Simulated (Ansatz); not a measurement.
```xyz
9

C    -0.4930    0.5889   -0.9358
C     0.3808   -0.2396   -0.0094
Ga   -0.2057   -0.4259    1.8954
H    -1.5045    0.1812   -1.0062
H    -0.0863    0.6283   -1.9513
H    -0.5890    1.6191   -0.5838
H     1.4001    0.1631    0.0480
H     0.4881   -1.2696   -0.3730
H     0.6981   -1.2920    2.8991
```

Geometry: PBE0-D4/def2-TZVP.

Theory: Ansatz, UKS PBE0-D4/def2-TZVPP.

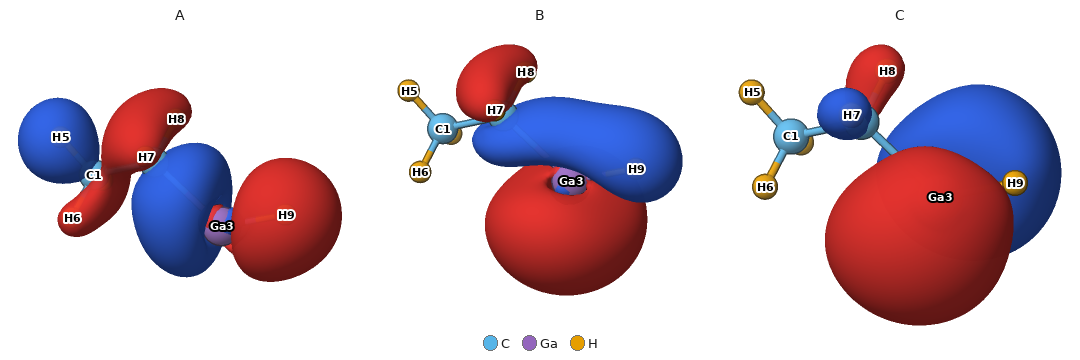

C2H6Ga (SMILES C[CH2][GaH]) (doublet). Three frontier orbitals at ±0.08 Å⁻³ᐟ² (blue and red are the two phases), in no order.

**Order the three orbitals by energy and name them. All are α orbitals.**

A is the HOMO−1 (α) (−7.82 eV). Its weight (Hirshfeld) is mainly on Ga3 (about 30 %), C2 (about 25 %), H9 (about 20 %) and C1 (about 10 %). B is the HOMO (α) (−5.18 eV). Its weight (Hirshfeld) is mainly on Ga3 (about 70 %), C2 (about 10 %) and H9 (about 10 %). C is the LUMO (α) (−1.58 eV). Its weight (Hirshfeld) is mainly on Ga3 (about 85 %).

**What is the gap between the highest occupied and lowest empty α orbitals?**

3.60 eV between the orbital energies.
